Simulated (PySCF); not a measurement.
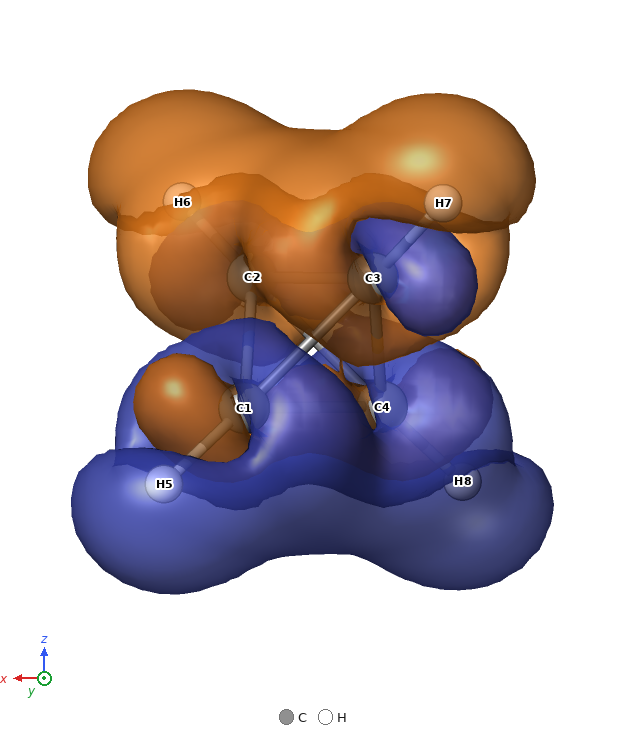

C4H4, SMILES `C12C3C1C23`. Change of the electron density in a uniform field of 0.51 V/Å, surfaces at ±0.003 e/Å³ (orange: gain, blue: loss).

Method: B3LYP/def2-SVP; geometry: GFN2-xTB; program: PySCF. No frequency check shows the geometry to be a minimum. A basis without diffuse functions makes polarisabilities too small.

The field was applied in both directions; the picture shows the one opposite to the script's first.

Q: Along which Cartesian direction does the field point?

A: Along −z: electrons gather on the +z side, against the field.

Q: What dipole is induced, and what polarisability does it imply?

A: The induced dipole is 0.83 D (along the field); α along this axis, from the fields in both directions, is 33 bohr³ (4.8 Å³).
